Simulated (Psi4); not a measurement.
# UCCSD(T)/6-31G (sweep point 3) run of HS (SMILES [SH])

Aim: the vertical doublet–quartet gap of HS at UCCSD(T)/6-31G (sweep point 3), from 2 runs. 

The calculation is run with Psi4 1.11.

## Step 1: The system as given

The species is HS (2 atoms), meant as a doublet with charge 0. As SMILES, `[SH]`. The shape is that of a GFN2-xTB optimisation.

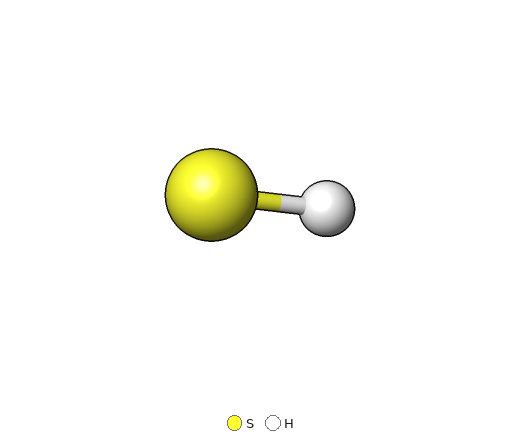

Viewed from a chosen angle; sulfur yellow, hydrogen white.

## Step 2: A single-point energy at UCCSD(T)/6-31G (sweep point 3)

Input file hs.inp:

```
memory 1600 MB

molecule geom {
  0 2
  S      1.07338334    -0.35086545     0.55197010
  H     -1.07338334     0.35086545    -0.55197010
  units bohr
  symmetry c1
}

set basis 6-31G
set reference uhf
set puream true
set scf_type pk
set num_frozen_docc 5
set maxiter 150

e, wfn = energy("ccsd(t)", return_wfn=True)
```

The run is started by

```sh
$ psi4 hs.inp hs.out -n 1
```

hs.out (excerpt; [...] marks lines left out):

```text
[...]
  Running in c1 symmetry.
[...]
  Nuclear repulsion =    6.364600572385179
[...]
  Multiplicity = 2
[...]
  Nalpha       = 9
  Nbeta        = 8
[...]
    Number of basis functions: 15
[...]
   @UHF iter   1:  -398.02484472045006   -3.84008e-01   8.17577e-03 ADIIS/DIIS
[...]
   @UHF iter  11:  -398.03978690176234    2.84217e-13   3.94679e-09 DIIS
[...]
   @S^2 Observed:                7.528313498E-01
[...]
    Orbital Energies [Eh]
    ---------------------
    Alpha Occupied:
       1A    -91.975850     2A     -8.994169     3A     -6.688850
       4A     -6.672858     5A     -6.668014     6A     -1.002534
       7A     -0.548345     8A     -0.465680     9A     -0.410200
    Alpha Virtual:
      10A      0.182444    11A      0.432364    12A      0.487211
      13A      0.500613    14A      0.522311    15A      1.075510
    Beta Occupied:
       1A    -91.966345     2A     -8.984098     3A     -6.666486
[...]
  @UHF Final Energy:  -398.03978690176234
   => Energetics <=
    Nuclear Repulsion Energy =              6.3646005723851786
    One-Electron Energy =                -562.6467773626588951
    Two-Electron Energy =                 158.2423898885113829
    Total Energy =                       -398.0397869017623407
  UHF NO Occupations:
  HONO-2 :    7  A 1.9998400
  HONO-1 :    8  A 1.9988358
[...]
 Multipole Moments:
 ------------------------------------------------------------------------------------
     Multipole            Electronic (a.u.)      Nuclear  (a.u.)        Total (a.u.)
 ------------------------------------------------------------------------------------
 L = 1.  Multiply by 2.5417464519 to convert [e a0] to [Debye]
 Dipole X            :          0.0000000           -0.0000000            0.0000000
 Dipole Y            :         -0.0000000            0.0000000            0.0000000
 Dipole Z            :          0.6621020           -1.2079336           -0.5458316
 Magnitude           :                                                    0.5458316
[...]
      * MP2 total energy                      = -398.077571362415540
[...]
      * CCSD total energy                     = -398.088477683802921
[...]
      * CCSD(T) total energy                     = -398.088834934057047
[...]
```

Wall time 3.9 s (1 thread of Intel Xeon Platinum 8488C (Sapphire Rapids), shared host); peak memory 0.19 GiB.

## Step 3: The quartet at the same level

Input file job.dat:

```
memory 1600 MB

molecule molecule1 {
  0 4
  S      1.07338334    -0.35086545     0.55197010
  H     -1.07338334     0.35086545    -0.55197010
  units bohr
  symmetry c1
}

set basis 6-31G
set reference uhf
set puream true
set scf_type pk
set num_frozen_docc 5
set maxiter 150

e_tot, wfn = energy("ccsd(t)", return_wfn=True)
```

The run is started by

```sh
$ psi4 job.dat job.out -n 1
```

job.out (excerpt; [...] marks lines left out):

```text
[...]
  Running in c1 symmetry.
[...]
  Nuclear repulsion =    6.364600572385179
[...]
  Multiplicity = 4
[...]
  Nalpha       = 10
  Nbeta        = 7
[...]
    Number of basis functions: 15
[...]
   @UHF iter   1:  -397.81206066933504   -1.71224e-01   7.44615e-03 ADIIS/DIIS
[...]
   @UHF iter  11:  -397.82485696724672    2.27374e-13   2.33809e-09 DIIS
[...]
   @S^2 Observed:                3.750665815E+00
[...]
    Orbital Energies [Eh]
    ---------------------
    Alpha Occupied:
       1A    -92.035774     2A     -9.058174     3A     -6.747511
       4A     -6.747511     5A     -6.732689     6A     -1.092374
       7A     -0.628942     8A     -0.533146     9A     -0.533146
      10A     -0.145418
    Alpha Virtual:
      11A      0.391043    12A      0.447259    13A      0.447259
      14A      0.451591    15A      1.080903
    Beta Occupied:
[...]
  @UHF Final Energy:  -397.82485696724672
   => Energetics <=
    Nuclear Repulsion Energy =              6.3646005723851786
    One-Electron Energy =                -561.6234539943282016
    Two-Electron Energy =                 157.4339964546963131
    Total Energy =                       -397.8248569672467738
  UHF NO Occupations:
  HONO-2 :    8  A 1.0000000
  HONO-1 :    9  A 1.0000000
[...]
 Multipole Moments:
 ------------------------------------------------------------------------------------
     Multipole            Electronic (a.u.)      Nuclear  (a.u.)        Total (a.u.)
 ------------------------------------------------------------------------------------
 L = 1.  Multiply by 2.5417464519 to convert [e a0] to [Debye]
 Dipole X            :          0.0000000           -0.0000000            0.0000000
 Dipole Y            :         -0.0000000            0.0000000           -0.0000000
 Dipole Z            :          1.6059048           -1.2079336            0.3979712
 Magnitude           :                                                    0.3979712
[...]
      * MP2 total energy                      = -397.847312976122168
[...]
      * CCSD total energy                     = -397.854840483625992
[...]
      * CCSD(T) total energy                     = -397.855085450408467
[...]
```

Run time: 3.6 s. Hardware: 1 thread of Intel Xeon Platinum 8488C (Sapphire Rapids), shared host; peak memory 0.19 GiB.

## Step 4: Summary of results

At UCCSD(T)/6-31G (sweep point 3), 5 core orbitals frozen:

```
                                                           quantity          value
                                              doublet: total energy  -398.08883 Eh
doublet: HOMO energy (Hartree–Fock orbitals) (highest over α and β)      -10.28 eV
 doublet: LUMO energy (Hartree–Fock orbitals) (lowest over α and β)       -0.06 eV
               doublet: correlation energy (5 core orbitals frozen)      -49.0 mEh
                                            doublet: (T) correction      -0.36 mEh
                         doublet: ⟨S²⟩ of the reference determinant          0.753
                                             doublet: T1 diagnostic          0.008
                                              quartet: total energy  -397.85509 Eh
quartet: HOMO energy (Hartree–Fock orbitals) (highest over α and β)       -3.96 eV
 quartet: LUMO energy (Hartree–Fock orbitals) (lowest over α and β)       -0.54 eV
               quartet: correlation energy (5 core orbitals frozen)      -30.2 mEh
                                            quartet: (T) correction      -0.24 mEh
                         quartet: ⟨S²⟩ of the reference determinant          3.751
                                             quartet: T1 diagnostic          0.012
                   vertical energy of the quartet above the doublet       6.361 eV
```

In words: At this shape the quartet lies 6.36 eV (147 kcal/mol) above the doublet. The triples (doublet) make up 0.7 % of the correlation energy. The triples (quartet) make up 0.8 % of the correlation energy.
